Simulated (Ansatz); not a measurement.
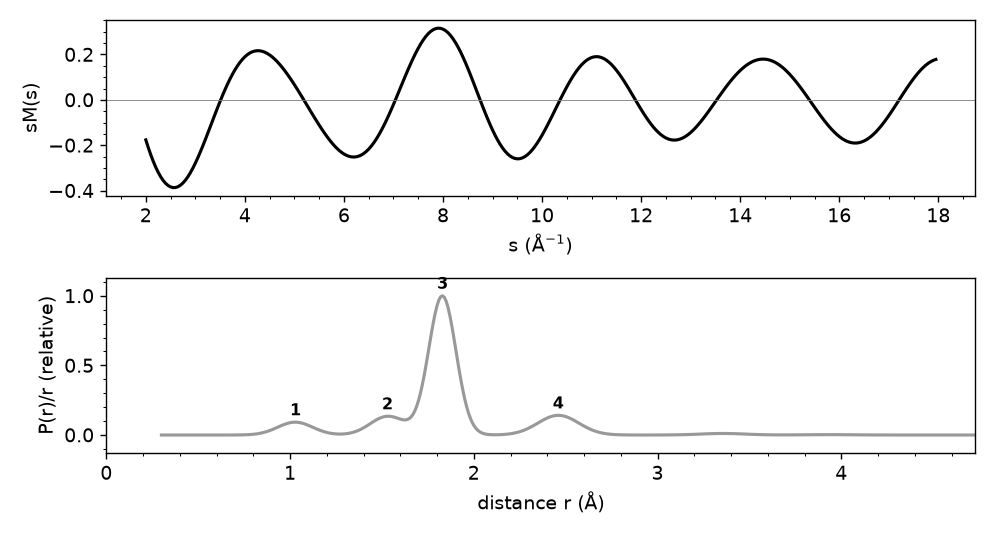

Simulated gas electron diffraction: reduced molecular intensity sM(s) from the Debye equation in the first Born approximation (top) and the radial distribution curve (bottom) of H3NZn. Each pair of atoms contributes with weight ZᵢZⱼ/r; damping constant 0.0015 Å²; vibrational amplitudes assumed, not computed: 0.05 Å for bonds, 0.078 Å for bonds to H, 0.06 + 0.015 r up to 0.15 Å for other pairs. The geometry is the end point of an optimisation (RKS PBE-D4/def2-SVP in Ansatz 0.2.0); it may be a saddle point or a higher isomer.

> Which pairs of atoms lie under the numbered peaks? Mark bonded pairs by – and others by ···.

Peak 1, 1.03 Å: N–H 1.03 Å (×2)
Peak 2, 1.53 Å: Zn–H 1.53 Å
Peak 3, 1.83 Å: Zn–N 1.83 Å
Peak 4, 2.46 Å: Zn···H 2.46 Å (×2)
